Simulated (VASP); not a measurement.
# A VASP study of AlRu (PBEsol): structure first, properties next

Wanted: the relaxed cell of AlRu and its properties. The steps: relaxing cell and atoms (PBEsol), second relaxation, single point with fields (PBEsol), band structure (PBEsol), density of states (PBEsol), volume scan with PBEsol and fit for PBEsol. The start is a cell from a database of measured crystal structures.

Method: PBEsol; plane waves and PAW (Al, Ru_pv), in VASP 6.6.1.

## Step 1: Set-up

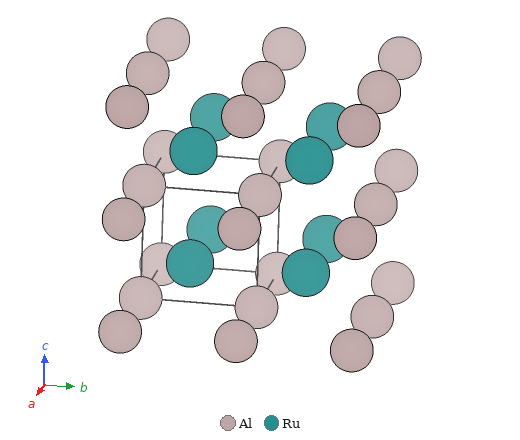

The starting structure, seen slightly off an axis (aluminium light grey, ruthenium teal). 2×2×2 cells are drawn. Some periodic images of atoms are drawn too.

Structure file:

```cif
data_structure
_symmetry_space_group_name_H-M 'Pm-3m'
_symmetry_Int_Tables_number 221
_cell_length_a 2.9916
_cell_length_b 2.9916
_cell_length_c 2.9916
_cell_angle_alpha 90.000
_cell_angle_beta 90.000
_cell_angle_gamma 90.000
_cell_volume 26.77
loop_
_atom_site_label
_atom_site_type_symbol
_atom_site_symmetry_multiplicity
_atom_site_Wyckoff_symbol
_atom_site_fract_x
_atom_site_fract_y
_atom_site_fract_z
_atom_site_occupancy
Al1 Al 1 a 0.00000 0.00000 0.00000 1
Ru1 Ru 1 b 0.50000 0.50000 0.50000 1
```

## Step 2: Relaxing cell and atoms (PBEsol)

Properties are meant for the cell that this level of theory prefers, so cell and atoms are relaxed first (ISIF = 3) until forces and stress are small; EDIFFG sets the threshold. PBEsol restores the gradient expansion of exchange and is tuned for the cells of solids.

File INCAR:

```
SYSTEM = AlRu
PREC = Accurate
ENCUT = 400
EDIFF = 1E-06
NELM = 100
ISMEAR = 1
SIGMA = 0.2
LREAL = .FALSE.
ALGO = Normal
GGA = PS
NBANDS = 14
LASPH = .TRUE.
LORBIT = 11
LWAVE = .FALSE.
LCHARG = .FALSE.
KPAR = 2
IBRION = 2
NSW = 60
ISIF = 3
EDIFFG = -0.01
```

File POSCAR:

```
AlRu
1.0
    2.9916000000      0.0000000000      0.0000000000
    0.0000000000      2.9916000000      0.0000000000
    0.0000000000      0.0000000000      2.9916000000
Al Ru
1 1
Direct
    0.0000000000      0.0000000000      0.0000000000
    0.5000000000      0.5000000000      0.5000000000
```

File KPOINTS:

```
Automatic mesh
0
Gamma
8 8 8
0 0 0
```

PAW data sets: Al and Ru_pv (PBE family, release 64).

The run is started by

```bash
$ mpirun -np 2 vasp_std
```

The program printed:

```text
[banner, memory and clock lines left out]
running    2 mpi-ranks, on    1 nodes
 distrk:  each k-point on    1 cores,    2 groups
 distr:  one band on    1 cores,    1 groups

 POSCAR found type information on POSCAR AlRu
 POSCAR found :  2 types and       2 ions
|                                                                             |
|               ----> ADVICE to this user running VASP <----                  |
|                                                                             |
|     You enforced a specific xc type in the INCAR file but a different       |
|     [... a line on the potential file left out ...]
|     I HOPE YOU KNOW WHAT YOU ARE DOING!                                     |
|                                                                             |

 LDA part: xc-table for (Slater+PW92), standard interpolation
 POSCAR, INCAR and KPOINTS ok, starting setup
 FFT: planning ... GRIDC
 FFT: planning ... GRID_SOFT
 FFT: planning ... GRID
 WAVECAR not read
 entering main loop
       N       E                     dE             d eps       ncg     rms          rms(c)
DAV:   1     0.858662288103E+02    0.85866E+02   -0.81325E+03  1068   0.904E+02
DAV:   2    -0.149076328118E+02   -0.10077E+03   -0.96230E+02  1070   0.274E+02
DAV:   3    -0.162630275329E+02   -0.13554E+01   -0.13473E+01  1172   0.340E+01
DAV:   4    -0.162749647809E+02   -0.11937E-01   -0.11936E-01  1212   0.316E+00
DAV:   5    -0.162751752837E+02   -0.21050E-03   -0.21050E-03  1294   0.350E-01    0.132E+01
DAV:   6    -0.155949440517E+02    0.68023E+00   -0.31622E+00   992   0.202E+01    0.253E+00
DAV:   7    -0.154947466930E+02    0.10020E+00   -0.28504E-01  1040   0.628E+00    0.217E+00
DAV:   8    -0.154766495523E+02    0.18097E-01   -0.23524E-02  1190   0.124E+00    0.225E-01
DAV:   9    -0.154764370925E+02    0.21246E-03   -0.84821E-04  1222   0.179E-01    0.148E-01
DAV:  10    -0.154764247967E+02    0.12296E-04   -0.47590E-05  1186   0.804E-02    0.202E-02
DAV:  11    -0.154764223031E+02    0.24936E-05   -0.63556E-06  1214   0.298E-02    0.769E-03
DAV:  12    -0.154764218172E+02    0.48583E-06   -0.12187E-07   730   0.344E-03
   1 F= -.15476422E+02 E0= -.15474279E+02  d E =-.154764E+02
 curvature:   0.00 expect dE= 0.000E+00 dE for cont linesearch  0.000E+00
 trial: gam= 0.00000 g(F)=  0.000E+00 g(S)=  0.221E-01 ort = 0.000E+00 (trialstep = 0.100E+01)
 search vector abs. value=  0.221E-01
 bond charge predicted
       N       E                     dE             d eps       ncg     rms          rms(c)
DAV:   1    -0.160537391930E+02   -0.57732E+00   -0.76834E+00  1028   0.350E+01    0.771E+00
DAV:   2    -0.155275492821E+02    0.52619E+00   -0.25863E+00  1004   0.187E+01    0.292E+00
DAV:   3    -0.154697621448E+02    0.57787E-01   -0.15521E-01  1004   0.453E+00    0.777E-01
DAV:   4    -0.154688014051E+02    0.96074E-03   -0.13410E-02  1118   0.889E-01    0.230E-01
DAV:   5    -0.154689838249E+02   -0.18242E-03   -0.32300E-04  1280   0.125E-01    0.119E-01
DAV:   6    -0.154690610566E+02   -0.77232E-04   -0.38849E-05  1208   0.497E-02    0.185E-02
DAV:   7    -0.154690634227E+02   -0.23661E-05   -0.19324E-06  1196   0.116E-02    0.563E-03
DAV:   8    -0.154690629380E+02    0.48473E-06   -0.52811E-08   760   0.231E-03
   2 F= -.15469063E+02 E0= -.15467038E+02  d E =0.735888E-02
 trial-energy change:    0.007359  1 .order    0.007826   -0.022124    0.037775
 step:   0.3804(harm=  0.3694)  dis= 0.00000  next Energy=   -15.480655 (dE=-0.423E-02)
 bond charge predicted
       N       E                     dE             d eps       ncg     rms          rms(c)
DAV:   1    -0.157072419462E+02   -0.23818E+00   -0.30228E+00  1022   0.222E+01    0.403E+00
DAV:   2    -0.155066234354E+02    0.20062E+00   -0.11032E+00   998   0.118E+01    0.150E+00
DAV:   3    -0.154807076205E+02    0.25916E-01   -0.66193E-02  1022   0.287E+00    0.284E-01
DAV:   4    -0.154805935795E+02    0.11404E-03   -0.43023E-03  1058   0.508E-01    0.107E-01
DAV:   5    -0.154806734760E+02   -0.79897E-04   -0.80709E-05  1230   0.662E-02    0.594E-02
DAV:   6    -0.154806979972E+02   -0.24521E-04   -0.16624E-05  1160   0.367E-02    0.831E-03
DAV:   7    -0.154806979835E+02    0.13704E-07   -0.72283E-07   944   0.763E-03
   3 F= -.15480698E+02 E0= -.15478597E+02  d E =-.427617E-02
 curvature:  -0.18 expect dE=-0.269E-08 dE for cont linesearch -0.269E-08
 trial: gam= 0.00000 g(F)=  0.193E-65 g(S)=  0.146E-07 ort =-0.180E-04 (trialstep = 0.876E+00)
 search vector abs. value=  0.147E-07
 reached required accuracy - stopping structural energy minimisation
```

Run time: 6.8 s. Hardware: 2 MPI ranks of AMD EPYC 9R14 (Zen 4), shared host; peak memory 0.21 GiB.

The logs omit lines about the potential files and the build; timing stands in the text.

OUTCAR, selected parts (step 2):

```text
ion  position               nearest neighbor table
   1  0.000  0.000  0.000-   2 2.59   2 2.59   2 2.59   2 2.59   2 2.59   2 2.59   2 2.59   2 2.59

  LATTYP: Found a simple cubic cell.
 ALAT       =     2.9916000000

 Subroutine GETGRP returns: Found 48 space group operations
 (whereof 48 operations were pure point group operations)

The static configuration has the point symmetry O_h .

 Found     35 irreducible k-points:

   k-points           NKPTS =     35   k-points in BZ     NKDIM =     35   number of bands    NBANDS=     14

   dimension x,y,z NGX =    20 NGY =   20 NGZ =   20
   dimension x,y,z NGXF=    40 NGYF=   40 NGZF=   40

   ENCUT  =  400.0 eV  29.40 Ry    5.42 a.u.   4.88  4.88  4.88*2*pi/ulx,y,z

   NELECT =      17.0000    total number of electrons

 k-points in reciprocal lattice and weights: Automatic mesh
   0.00000000  0.00000000  0.00000000       0.002
   0.12500000  0.00000000  0.00000000       0.012
   0.25000000  0.00000000  0.00000000       0.012
   0.37500000  0.00000000  0.00000000       0.012
   0.50000000  0.00000000  0.00000000       0.006
   0.12500000  0.12500000  0.00000000       0.023
   0.25000000  0.12500000  0.00000000       0.047
   0.37500000  0.12500000  0.00000000       0.047
   0.50000000  0.12500000  0.00000000       0.023
[...]
0.50000000  0.50000000  0.37500000       0.012
   0.50000000  0.50000000  0.50000000       0.002

 average (electrostatic) potential at core
       1 -68.0497       2 -67.7826

 E-fermi :  10.8688

 k-point     1 :       0.0000    0.0000    0.0000
  band No.  band energies     occupation
    ...
      2     -30.8743      2.00000
      3     -30.8743      2.00000
      4       1.0387      2.00000
      5       7.1482      2.00000
      6       7.1482      2.00000
      7      11.0298      0.01753
      8      11.0298      0.01753
      9      11.0298      0.01753
     10      16.9597      0.00000
     11      16.9597      0.00000
    ...

 k-point     2 :       0.1250    0.0000    0.0000
  band No.  band energies     occupation
    ...
      4       1.3414      2.00000
      5       7.2448      2.00000
      6       7.2538      2.00000
      7      10.6714      2.04753
      8      10.6714      2.04753
      9      11.0668     -0.04812
     10      15.7232      0.00000
     11      17.5457      0.00000
     12      17.5457      0.00000
     13      21.2449      0.00000
    ...

 k-point     3 :       0.2500    0.0000    0.0000
  band No.  band energies     occupation
    ...
      4       2.2064      2.00000
      5       7.2611      2.00000
      6       7.5268      2.00000
      7       9.9703      2.00000
      8       9.9703      2.00000
      9      11.1581     -0.05993
     10      13.9808     -0.00000
     11      18.9319      0.00000
     12      18.9319      0.00000
     13      19.8853      0.00000
    ...

  Total        0.0004490      0.0004490      0.0004490     -0.0000000      0.0000000     -0.0000000
  in kB        0.0272820      0.0272820      0.0272820     -0.0000000      0.0000000     -0.0000000
  external PRESSURE =       0.0272820 kB  Pullay stress =       0.0000000 kB

  energy-cutoff  :      400.00
  volume of cell :       26.37
      direct lattice vectors                 reciprocal lattice vectors
     2.976423108 -0.000000000  0.000000000     0.335973739 -0.000000000  0.000000000
     0.000000000  2.976423108  0.000000000     0.000000000  0.335973739  0.000000000
    -0.000000000 -0.000000000  2.976423108    -0.000000000 -0.000000000  0.335973739

 POSITION                                       TOTAL-FORCE (eV/Angst)
 -----------------------------------------------------------------------------------
      0.00000      0.00000      0.00000        -0.000000     -0.000000      0.000000
      1.48821      1.48821      1.48821         0.000000      0.000000      0.000000
 -----------------------------------------------------------------------------------
    total drift:                               -0.000000      0.000000      0.000000

  FREE ENERGIE OF THE ION-ELECTRON SYSTEM (eV)
  ---------------------------------------------------
  free  energy   TOTEN  =       -15.4806979835 eV

  energy  without entropy=      -15.4743950780  energy(sigma->0) =      -15.47859701

 reached required accuracy - stopping structural energy minimisation

 total charge
# of ion       s       p       d       tot
------------------------------------------
    1        0.393   0.426   0.000   0.819
    2        0.339   6.252   6.228  12.819
--------------------------------------------------
tot          0.732   6.678   6.228  13.638

[... 3 further parts left out ...]
```

This run has no spin polarisation. Its electron count is odd, so without a moment it is a metal by construction. The k-mesh is coarse for a metal. The PAW data sets were made with PBE, which is usual practice but a small mismatch for other functionals. The run keeps the 48 symmetry operations of its start, so it cannot find a distortion of lower symmetry.

The steps of the relaxation:

```csv
step,energy less that of the first step (eV),largest force (eV/Å),pressure (GPa),volume (Å³)
1,0.0000,0.0000,-3.31,26.77
2,0.0074,0.0000,5.88,25.72
3,-0.0043,0.0000,0.00,26.37
```

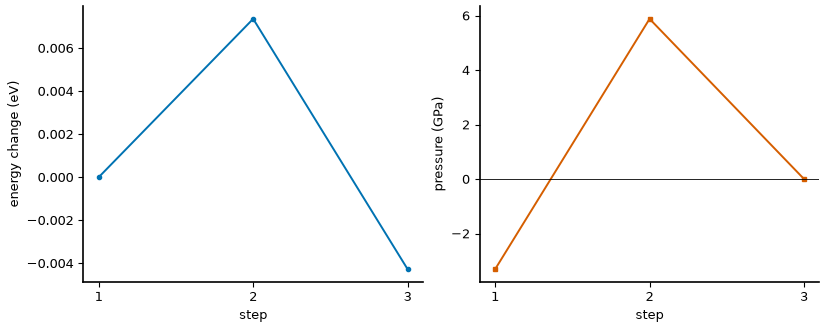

Energy and pressure along the relaxation.

```csv
"conventional cell, symmetrised",before,after,change
a (Å),2.992,2.976,-0.5 %
b (Å),2.992,2.976,-0.5 %
c (Å),2.992,2.976,-0.5 %
volume (Å³/atom),13.39,13.18,-1.5 %
```

Final coordinates:

```
Al Ru
1.0
     2.97642    0.00000    0.00000
     0.00000    2.97642    0.00000
     0.00000    0.00000    2.97642
Al Ru
1 1
Direct
  0.00000 0.00000 0.00000
  0.50000 0.50000 0.50000
```

This step gave:

| Item | Value |
| --- | --- |
| electrons | 17 |
| bands | 14 |
| irreducible k-points | 35 |
| symmetry operations | 48 |
| free energy (TOTEN) | -15.48 eV |
| energy at zero smearing | -15.48 eV |
| Fermi energy | 10.87 eV |
| pressure | 0.002728 GPa |
| metallic | yes |
| SCF cycles over all ionic steps | 27 |

It ends with forces that vanish by symmetry and a pressure of 0.00 GPa. The volume lies -1.5 % from that of the database's start, which holds the thermal and zero-point expansion of its experiment.

## Step 3: Second relaxation

A relaxation keeps the plane waves of the cell it began with, so it is repeated from the new cell, on a basis made for it.

INCAR is that of step 2.

File POSCAR:

```
AlRu
1.0
    2.9764231082      0.0000000000      0.0000000000
    0.0000000000      2.9764231082      0.0000000000
    0.0000000000      0.0000000000      2.9764231082
Al Ru
1 1
Direct
    0.0000000000      0.0000000000      0.0000000000
    0.5000000000      0.5000000000      0.5000000000
```

KPOINTS is that of step 2.

The run is started by

```bash
$ mpirun -np 2 vasp_std
```

The program printed:

```text
[banner, memory and clock lines left out]
running    2 mpi-ranks, on    1 nodes
 distrk:  each k-point on    1 cores,    2 groups
 distr:  one band on    1 cores,    1 groups

 POSCAR found type information on POSCAR AlRu
 POSCAR found :  2 types and       2 ions
 [... a notice as in an earlier step ...]

 LDA part: xc-table for (Slater+PW92), standard interpolation
 POSCAR, INCAR and KPOINTS ok, starting setup
 FFT: planning ... GRIDC
 FFT: planning ... GRID_SOFT
 FFT: planning ... GRID
 WAVECAR not read
 entering main loop
       N       E                     dE             d eps       ncg     rms          rms(c)
DAV:   1     0.942677024556E+02    0.94268E+02   -0.82556E+03  1042   0.913E+02
DAV:   2    -0.147380842346E+02   -0.10901E+03   -0.10484E+03  1124   0.287E+02
DAV:   3    -0.162682407482E+02   -0.15302E+01   -0.15258E+01  1178   0.360E+01
DAV:   4    -0.162815578718E+02   -0.13317E-01   -0.13315E-01  1294   0.335E+00
DAV:   5    -0.162817790083E+02   -0.22114E-03   -0.22113E-03  1260   0.336E-01    0.136E+01
DAV:   6    -0.155927419286E+02    0.68904E+00   -0.31293E+00   992   0.202E+01    0.254E+00
DAV:   7    -0.154972131900E+02    0.95529E-01   -0.27202E-01  1088   0.616E+00    0.225E+00
DAV:   8    -0.154796086219E+02    0.17605E-01   -0.25939E-02  1190   0.120E+00    0.234E-01
DAV:   9    -0.154794165542E+02    0.19207E-03   -0.61070E-04  1222   0.156E-01    0.150E-01
DAV:  10    -0.154794048601E+02    0.11694E-04   -0.48928E-05  1246   0.827E-02    0.185E-02
DAV:  11    -0.154794022523E+02    0.26078E-05   -0.76094E-06  1160   0.332E-02    0.722E-03
DAV:  12    -0.154794017540E+02    0.49832E-06   -0.22703E-07   826   0.467E-03
   1 F= -.15479402E+02 E0= -.15477301E+02  d E =-.154794E+02
 curvature:   0.00 expect dE= 0.000E+00 dE for cont linesearch  0.000E+00
 trial: gam= 0.00000 g(F)=  0.000E+00 g(S)=  0.745E-05 ort = 0.000E+00 (trialstep = 0.100E+01)
 search vector abs. value=  0.745E-05
 reached required accuracy - stopping structural energy minimisation
```

Elapsed: 3.4 s, on 2 MPI ranks; peak memory 0.2 GiB; 5.5 s of CPU time.

OUTCAR, selected parts (step 3):

```text
  LATTYP: Found a simple cubic cell.
 ALAT       =     2.9764231082

The static configuration has the point symmetry O_h .

 Found     35 irreducible k-points:

   ENCUT  =  400.0 eV  29.40 Ry    5.42 a.u.   4.85  4.85  4.85*2*pi/ulx,y,z

   NELECT =      17.0000    total number of electrons

 E-fermi :  10.8690

 k-point     1 :       0.0000    0.0000    0.0000
  band No.  band energies     occupation
    ...
      2     -30.8740      2.00000
      3     -30.8740      2.00000
      4       1.0387      2.00000
      5       7.1483      2.00000
      6       7.1483      2.00000
      7      11.0299      0.01754
      8      11.0299      0.01754
      9      11.0299      0.01754
     10      16.9597      0.00000
     11      16.9597      0.00000
    ...

 k-point     2 :       0.1250    0.0000    0.0000
  band No.  band energies     occupation
    ...
      4       1.3414      2.00000
      5       7.2449      2.00000
      6       7.2539      2.00000
      7      10.6715      2.04754
      8      10.6715      2.04754
      9      11.0670     -0.04812
     10      15.7233      0.00000
     11      17.5458      0.00000
     12      17.5458      0.00000
     13      21.2450      0.00000
    ...

  Total       -0.0101478     -0.0101478     -0.0101478      0.0000000     -0.0000000      0.0000000
  in kB       -0.6165947     -0.6165947     -0.6165947      0.0000000     -0.0000000      0.0000000
  external PRESSURE =      -0.6165947 kB  Pullay stress =       0.0000000 kB

  energy-cutoff  :      400.00
  volume of cell :       26.37
      direct lattice vectors                 reciprocal lattice vectors
     2.976423108  0.000000000  0.000000000     0.335973739  0.000000000  0.000000000
     0.000000000  2.976423108  0.000000000     0.000000000  0.335973739  0.000000000
     0.000000000  0.000000000  2.976423108     0.000000000  0.000000000  0.335973739

 POSITION                                       TOTAL-FORCE (eV/Angst)
 -----------------------------------------------------------------------------------
      0.00000      0.00000      0.00000         0.000000      0.000000      0.000000
      1.48821      1.48821      1.48821         0.000000      0.000000      0.000000
 -----------------------------------------------------------------------------------
    total drift:                               -0.000000      0.000000      0.000000

  FREE ENERGIE OF THE ION-ELECTRON SYSTEM (eV)
  ---------------------------------------------------
  free  energy   TOTEN  =       -15.4794017540 eV

  energy  without entropy=      -15.4730994672  energy(sigma->0) =      -15.47730099

[... 6 parts as in an earlier step ...]

[... 6 further parts left out ...]
```

CONTCAR:

```
AlRu
   1.00000000000000
     2.9764231082000001    0.0000000000000000    0.0000000000000000
     0.0000000000000000    2.9764231082000001    0.0000000000000000
     0.0000000000000000    0.0000000000000000    2.9764231082000001
  Al              Ru
     1     1
Direct
     0.0000000000000000    0.0000000000000000    0.0000000000000000
     0.5000000000000000    0.5000000000000000    0.5000000000000000
```

Little changed from the start: no atom moved by 0.005 Å and no cell edge by 0.1 %.

This step gave:

| Item | Value |
| --- | --- |
| pressure | -0.06166 GPa |
| SCF cycles over all ionic steps | 12 |

It ends with forces that vanish by symmetry and a pressure of -0.06 GPa. The volume moved by under 0.01 %: the run met its threshold at the first step.

(Part 1 of 3 ends here.)

[Lines on the potential files, build, host, timing and source positions are cut from VASP's logs without a mark.]

[Logs are printed without paths, hosts, clocks, repeated set-up lines and the standing remarks that a program may print on its own settings, such as how far it seeks lower states.]

[Hosts, paths, dates, database ids (printed as entryN), source tags and the programs' standing remarks are cut or masked in the printed files.]

[A measured line is paired with the nearest computed mode of its activity, which favours agreement.]
